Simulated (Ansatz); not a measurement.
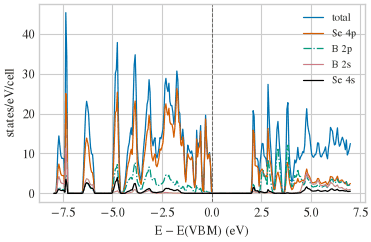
Fig. 1. Total and projected density of states of BSe₂ in space group P2_1/c (No. 14; Pearson symbol mP24), r²SCAN (plane waves, PAW; program Ansatz)

Which orbitals carry the states next to the gap?

Top 1 eV of the valence band: Se 4p 92 %, B 2p 7 %. Bottom 1 eV of the conduction band: Se 4p 63 %, B 2p 26 %. Projections are on Löwdin-orthogonalised atomic valence shells; empty p or d shells of many metals are not among them.

Where is the tallest occupied peak in this window, and what makes it?

Near -7.3 eV, about 45 states/eV per cell; the largest projected share is Se 4p.

The workflow started from a Materials Project entry (that database holds measured and hypothetical structures alike); the Crystallography Open Database copy checked does not list it. Whether it is the stable phase at ambient conditions was not checked. Symmetry was held in the r²SCAN relaxation; its stability against distortions is not shown here. A crystal of weakly bound chains computed without a dispersion correction: the cell and the soft elastic constants depend strongly on that. Spin–orbit coupling is left out wherever it is not named.

Potentials: the later of the program's two PAW sets.
